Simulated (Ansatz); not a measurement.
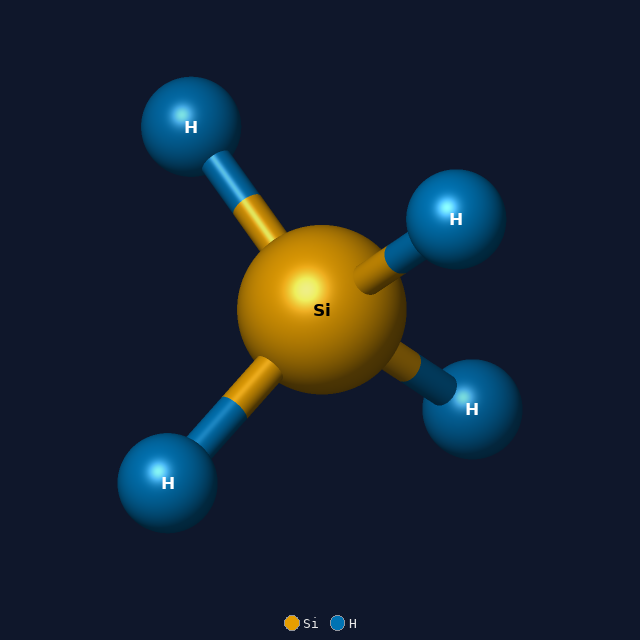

Ball-and-stick drawing of a structure.

Question: Which formula does it have?

Answer: SiH₄, 5 atoms: 1 silicon and 4 hydrogen.

Question: How many sets of symmetry-equivalent atoms are there?

Answer: 2: 1 Si, 4 H.

Question: How many bonds of each kind are drawn?

Answer: 4 Si–H. Sticks follow a distance rule.

The parts below concern this one geometry. Atoms keep their numbers from picture to picture. The computed structure is the end point of a PBE0-D4/def2-TZVP optimisation.

Vibrations

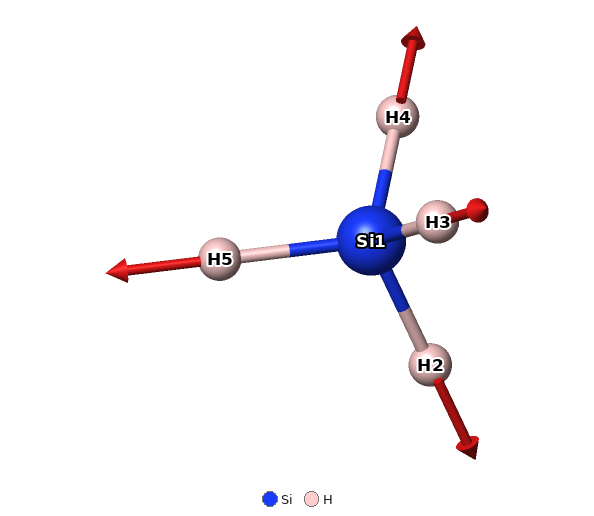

The arrows show one normal mode. Harmonic vibrations computed with RKS PBE0-D4/def2-TZVP (Ansatz 0.2.0) at a stationary point of the same level.

Question: Describe the motion.

Answer: Mostly in-phase stretching of 4 Si–H bonds.

Question: At what wavenumber does it lie?

Answer: 2236 cm⁻¹; it is mode 6 of 9 counted from the lowest.

Electronic properties

Method: RKS PBE0-D4/def2-TZVPP (Ansatz 0.2.0).

Question: Give the HOMO energy (Kohn–Sham orbital) at this level.

Answer: −9.86 eV.

Question: Give the LUMO energy (Kohn–Sham orbital) at this level.

Answer: 1.06 eV.

Charges

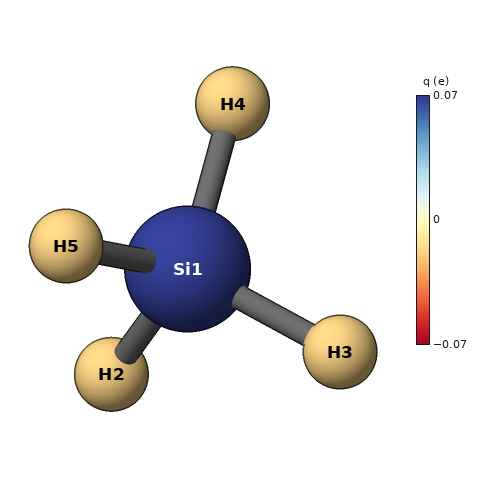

Atoms are coloured by their Mulliken charges. Properties computed with RKS PBE0-D4/def2-TZVP (Ansatz 0.2.0).

Give the Mulliken charges atom by atom.

```json
{"atom": "Si1", "value (e)": "0.07"}
{"atom": "H2", "value (e)": "−0.02"}
{"atom": "H3", "value (e)": "−0.02"}
{"atom": "H4", "value (e)": "−0.02"}
{"atom": "H5", "value (e)": "−0.02"}
```

Mulliken values depend strongly on the basis set and can even reverse the polarity of a bond.
